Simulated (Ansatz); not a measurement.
# Nudged elastic band of WH4Cl2O (part 2 of 2)

The same run, continued: WH4Cl2O; RKS B3LYP-D4/def2-SVP (Ansatz 0.2.0). The run did not end well. It belongs to a series of runs on one base structure; here: band between the two ends.

Geometry of the input (Å):
```
W  0.1815  0.3704  0.0979
Cl 0.8542  0.1575  2.2732
H  1.4652  -0.7224  -0.0848
Cl -0.4864  2.6271  0.4250
H  -1.3535  -0.2828  0.2198
H  0.0756  -1.3326  0.0758
O  0.2785  0.4474  -1.7341
H  0.7340  0.1977  -2.5485
```

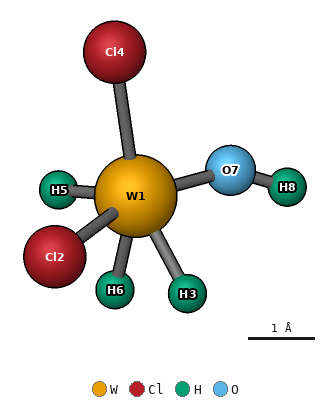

**Figure 1.** The starting structure (ball-and-stick view, seen at a tilt; atoms are numbered from 1 in the order of the input). Sticks mark near contacts.

```
Unfinished report: {"positions_ang":[[0.19033676987616133,0.4876020924907971,-0.3751963120849872],[0.5555034672288777,-0.1029346599868976,2.461167305758581],[0.48596021290499847,-0.7974346564013092,1.253677003190773],[0.4143131008198729,2.5953417423524776,0.4897952006537765],[-1.02258878201365,-0.5220056007766133,0.20521347521093866],[1.3405754717804867,-0.7195533581309823,-0.08924067891861363],[-0.06995356199354136,0.16089652967721024,-2.140553767374553],[-0.14504767860320658,0.3604869107753164,-3.0806612364359163]],"unchecked":["starts","cluster_reference","orbital_swaps","neighbouring_geometries","increment"],"mean_field":{"relativity":"none","state":{"energy":{"ev":-28975.595091387382,"hartree":-1064.8334792447222},"converged":true,"gradient_ev":0.00002433800500589916,"stability":{"kind":"minimum","curvature_ev":5.6755163164530655},"curvature_floor_ev":0.00030000000000000003,"spin_squared":4.263256414560601e-14},"others":[],"fillings":{"estimated":0,"unestimated":0,"tried":0,"untried":0,"excluded_magnetic_sites":0},"n_dropped_functions":0,"n_trapped_functions":0,"passes":{"evaluations":4,"products":34},"factors":{"origin":"Cholesky decomposition","count":1058,"bound_ev":0.0008142983572944916},"gradient_stop_ev":0.00009,"reference_kind":"stationary","functional":{"name":"B3LYP","citations":["Stephens, Devlin, Chabalowski & Frisch, J. Phys. Chem. 98, 11623 (1994) doi:10.1021/j100096a001","Becke, Phys. Rev. A 38, 3098 (1988) doi:10.1103/PhysRevA.38.3098","Lee, Yang & Parr, Phys. Rev. B 37, 785 (1988) doi:10.1103/PhysRevB.37.785","Vosko, Wilk & Nusair, Can. J. Phys. 58, 1200 (1980) doi:10.1139/p80-159"],"text":"name \"B3LYP\"\ncite \"Stephens, Devlin, Chabalowski & Frisch, J. Phys. Chem. 98, 11623 (1994) doi:10.1021/j100096a001\"\ncite \"Becke, Phys. Rev. A 38, 3098 (1988) doi:10.1103/PhysRevA.38.3098\"\ncite \"Lee, Yang & Parr, Phys. Rev. B 37, 785 (1988) doi:10.1103/PhysRevB.37.785\"\ncite \"Vosko, Wilk & Nusair, Can. J. Phys. 58, 1200 (1980) doi:10.1139/p80-159\"\nparameter a0 = 0.2\nparameter ax = 0.72\nparameter ac = 0.81\nexchange = (1 - a0 - ax)*slater_x + ax*b88_x + a0*exact_x\ncorrelation = (1 - ac)*vwn_rpa_c + ac*lyp_c\n","parameters":{"a0":{"value":0.2,"default":0.2},"ac":{"value":0.81,"default":0.81},"ax":{"value":0.72,"default":0.72}},"final_grid":{"core_spheres":13.0,"valence_spheres":11.0,"degree":36.0},"final_grid_parameter_source":"default","radial_points_factor":1.0,"radial_grid_error_ev":6.729326096032238e-7,"grid_sensitivity":"normal","grid_sensitivity_ratio":0.0013437628806248659},"unsmoothed_excess_ev":-0.0002936297487308671,"symmetry":{"irreps":["A"],"axes":[[0.9940532943642083,-0.08335643210342145,-0.07006963101552718],[0.0813862302070679,0.9962151704336074,-0.03052238081507549],[0.07234866616840002,0.024638170080710706,0.9970750378375378]],"occupied":[{"A":30},{"A":30}]},"held":{"pivots":1056,"left_out":0,"joined":2},"density_repulsion":{"missed_ev":0.000018702062869507246,"excess_ev":1.026438015230754e-7,"most_excess_ev":0.000162,"are_drawn_again":false,"n_first_factors":1058,"energy_change_ev":0.0,"n_dropped_ends":0}},"factors":{"origin":"Cholesky decomposition","count":1058,"bound_ev":0.0008142983572944916},"n_frozen":0,"n_occupied":[30,30],"n_virtual":[72,72],"reference":{"ev":-28975.595091387382,"hartree":-1064.8334792447222},"dispersion":{"energy":{"ev":-0.3585486520446061,"hartree":-0.013176419929634049},"switches_in_reach":[]},"total":{"ev":-28975.953640039428,"hartree":-1064.846655664652},"forces_ev_per_angstrom":[[-0.014918357285060784,0.04467548184164581,0.08195580195221941],[0.037130676997183,0.05723874851716429,0.0622874268314879],[-0.06865122511754881,-0.08889046530278347,-0.1231460599184955],[0.00848013391554784,0.023451813117702634,0.0004239275672552772],[-0.011334318874431655,-0.007748259171672673,0.0029275006356179445],[0.037385982667021686,0.018154139957037903,0.011417941346014487],[0.03581555646604505,-0.05404425222347141,-0.021975349712698534],[-0.023908448763248713,0.007162793270630436,-0.01389118868199579]],"charge_distribution":{"dipole_moment_e_ang":[-0.0714005362944727,0.02597780670989713,-0.8901482645751925],"mulliken_charges_e":[0.6011965537439767,-0.14771392582250797,0.15073333802559719,-0.2264123733716481,-0.12917671601729874,-0.13881582366453737,-0.3442763807802578,0.23446532788670693],"lowdin_charges_e":[-0.6909772906134304,0.22220742755023437,0.01081394338165198,0.30654762365483634,-0.06030529066371071,-0.058348251443760546,0.22702555487698284,0.04303628325726927]},"n_threads":2,"memory_gib":2.556818182580173,"seconds":{"hamiltonian":6.237549098,"orbitals":0.0,"second_order":0.0,"solver_start":0.0,"cycles":0.0,"cycle":0.0,"perturbative":0.0,"full_ci_increment":0.0,"forces":0.0}}
this run last wrote the band of iteration 26 to [file]
Error: NEB band did not converge after 26 iterations: max|band force component| = 9.26e-1 eV/Å (threshold 5.0e-2); raise `neb.max_iterations` in a new run, which can start from the last band evaluated (`neb.initial_path`, with `crystal.atoms` and `neb.final_atoms` set to its first and last images), add images, or start from endpoints closer to local minima. Where this run's directory can be resumed (`checkpoint.write`), a resume goes on for up to `neb.max_iterations` more; to start a new run from the last band, take its images' positions from the `neb_iteration` event of iteration 26 (`data.images[].positions_ang`), in the event stream of the run that computed that iteration (not this run's, if it was resumed behind it). With `checkpoint.write`, `steps/00-neb/state/checkpoint.json` in the run directory holds the last saved band, under `neb.evaluated.images[].positions_ang` (a band under a hybrid functional on support functions is neither saved nor resumed: `neb.initial_path` says where its path is): check the last entry of `neb.iterations` there, which is earlier than 26 if that iteration was not saved or its write failed. If the band's step has no `state` directory and holds `state.next`, a write was cut short, and the file is under `state.next` instead (behind a loss of power it can be under `state.prev`)
this run wrote the band of iteration 26 to [file] as well, whether or not its events were kept: a new run's `neb.initial_path` can list its `images[].positions_ang`
a run's events are kept only if it was started with --events-out <file>, and are in that file
```

**The last band as extended XYZ (Å, eV, eV/Å)**
```
8
Properties=species:S:1:pos:R:3:forces:R:3 image=0 energy=-28977.80602
W     0.1815    0.3704    0.0979    0.0104   0.0165  -0.0146
Cl    0.8542    0.1575    2.2732   -0.0008  -0.0025   0.0016
H     1.4652   -0.7224   -0.0848   -0.0049   0.0028   0.0041
Cl   -0.4864    2.6271    0.4250    0.0038  -0.0107   0.0028
H    -1.3535   -0.2828    0.2198    0.0039  -0.0046  -0.0022
H     0.0756   -1.3326    0.0758   -0.0002  -0.0079   0.0028
O     0.2785    0.4474   -1.7341   -0.0287   0.0298   0.0016
H     0.7340    0.1977   -2.5485    0.0165  -0.0234   0.0039
8
Properties=species:S:1:pos:R:3:forces:R:3 image=1 energy=-28977.69853
W     0.2415    0.4211    0.1037   -0.0820   0.3035   0.1226
Cl    0.3676    0.1237    2.3692   -0.0019  -0.0504   0.0724
H     1.4750   -0.7534    0.1289    0.2226   0.0415  -0.2603
Cl   -0.0978    2.7590    0.3634   -0.0238  -0.1621  -0.0382
H    -1.1513   -0.5007    0.1043   -0.0211  -0.0012   0.0013
H     0.4404   -1.3071    0.0566   -0.2230  -0.0988   0.1381
O     0.2507    0.4254   -1.7242    0.0854   0.0199  -0.0072
H     0.2229    0.2944   -2.6777    0.0439  -0.0523  -0.0288
8
Properties=species:S:1:pos:R:3:forces:R:3 image=2 energy=-28976.93115
W     0.1645    0.6374    0.0463    0.0669  -0.1136   0.1517
Cl    0.4352    0.1548    2.3057   -0.0212   0.1378   0.0612
H     1.0427   -1.1870    0.5600    0.1199  -0.0933   0.0922
Cl   -0.0335    2.8916    0.3910   -0.1707   0.1492  -0.0730
H    -1.1169   -0.4568    0.1073   -0.0161   0.1371   0.0273
H     0.9614   -1.3141   -0.1914   -0.0947  -0.2190  -0.4485
O     0.1781    0.4906   -1.7819    0.0632   0.0598   0.0688
H     0.1177    0.2459   -2.7128    0.0528  -0.0579   0.1204
8
Properties=species:S:1:pos:R:3:forces:R:3 image=3 energy=-28977.36141
W     0.2467    0.4055   -0.0134   -0.2364   0.0917  -0.6544
Cl    0.4555    0.2003    2.3344    0.0152   0.2857  -0.0773
H     0.4314   -1.1861    0.4932   -0.3898  -0.7896  -0.5611
Cl    0.2397    2.6941    0.3960   -0.0674   0.2885  -0.1489
H    -1.1272   -0.5267    0.1811   -0.0937   0.0570   0.0524
H     1.4350   -0.7785    0.0546    0.5824  -0.0007  -0.0615
O     0.0839    0.2918   -1.8782    0.1598   0.2622   0.9448
H    -0.0159    0.3619   -2.8436    0.0299  -0.1949   0.5061
8
Properties=species:S:1:pos:R:3:forces:R:3 image=4 energy=-28975.95335
W     0.1903    0.4876   -0.3752   -0.0149   0.0447   0.0820
Cl    0.5555   -0.1029    2.4612    0.0371   0.0572   0.0623
H     0.4860   -0.7974    1.2537   -0.0687  -0.0889  -0.1231
Cl    0.4143    2.5953    0.4898    0.0085   0.0235   0.0004
H    -1.0226   -0.5220    0.2052   -0.0113  -0.0077   0.0029
H     1.3406   -0.7196   -0.0892    0.0374   0.0182   0.0114
O    -0.0700    0.1609   -2.1406    0.0358  -0.0540  -0.0220
H    -0.1450    0.3605   -3.0807   -0.0239   0.0072  -0.0139
8
Properties=species:S:1:pos:R:3:forces:R:3 image=5 energy=-28976.02893
W     0.1349    0.5524   -0.5568   -0.0316   0.0578  -0.0500
Cl    0.6059   -0.3084    2.7054    0.0239  -0.0695   0.1032
H     0.5579   -0.7998    1.4799   -0.0037  -0.0152   0.0760
Cl    0.2203    2.5553    0.5083    0.0072  -0.0401   0.0027
H    -0.9515   -0.4998    0.1824    0.0188   0.0427   0.0086
H     1.3760   -0.4921   -0.0921   -0.0032   0.0502   0.0153
O    -0.0591    0.0578   -2.3007    0.0050   0.0280  -0.1038
H    -0.1353    0.3969   -3.2022   -0.0163  -0.0539  -0.0519
8
Properties=species:S:1:pos:R:3:forces:R:3 image=6 energy=-28976.10435
W     0.0554    0.6639   -0.6566   -0.0115   0.0427  -0.0444
Cl    0.7566   -0.5183    2.8742    0.0126  -0.0405   0.0446
H     0.7229   -0.7867    1.5981   -0.0040  -0.0052   0.0040
Cl   -0.0542    2.5547    0.5768    0.0010   0.0044   0.0149
H    -0.8988   -0.4662    0.1444   -0.0021   0.0272  -0.0010
H     1.4065   -0.1813   -0.1086   -0.0016   0.0339  -0.0051
O    -0.0614    0.0633   -2.3751    0.0115  -0.0805   0.0097
H    -0.1779    0.1330   -3.3291   -0.0059   0.0180  -0.0227
8
Properties=species:S:1:pos:R:3:forces:R:3 image=7 energy=-28976.12761
W     0.0316    0.7525   -0.6678   -0.0014   0.0057  -0.0007
Cl    0.7503   -0.8664    2.8323    0.0024  -0.0127  -0.0027
H     0.6434   -0.7938    1.5319   -0.0052  -0.0001  -0.0021
Cl   -0.2556    2.5893    0.6178   -0.0007   0.0040  -0.0016
H    -0.9476   -0.3650    0.1199   -0.0013   0.0063   0.0032
H     1.4825    0.1455   -0.0703    0.0034   0.0117  -0.0009
O     0.0568    0.0109   -2.3391    0.0040  -0.0138   0.0114
H    -0.0123   -0.0105   -3.3005   -0.0012  -0.0011  -0.0067
8
Properties=species:S:1:pos:R:3:forces:R:3 image=8 energy=-28976.13325
W     0.0118    0.8289   -0.6457    0.0005   0.0019  -0.0019
Cl    0.7618   -1.1763    2.6654   -0.0013   0.0012  -0.0025
H     0.5775   -0.7876    1.4270    0.0013  -0.0024  -0.0004
Cl   -0.4194    2.6646    0.6014    0.0001  -0.0024  -0.0007
H    -0.9819   -0.2767    0.1397   -0.0020   0.0010   0.0058
H     1.5076    0.4073   -0.0043    0.0006   0.0016   0.0028
O     0.1551   -0.0324   -2.2521    0.0005  -0.0035  -0.0234
H     0.1365   -0.1654   -3.2072    0.0003   0.0026   0.0202
```

**What the run reported**

```csv
quantity,value
outcome,not converged
"barrier, forward (band not converged)",1.853 eV
"barrier, backward",0.180 eV
wall time,19 min (CPU time 35 min)
peak memory,0.27 GiB
```

**What went wrong**

The run did not converge: “NEB band did not converge after 26 iterations: max|band force component| = 9.26e-1 eV/Å (threshold 5.0e-2); raise `neb.max_iterations` in a new run, which can start from the last band evaluated (`neb.initial_path`, with `crystal.atoms` and `neb.final_atoms` set to its first and last images), add images, or start from endpoints closer to local minima …” Its last values are not results.
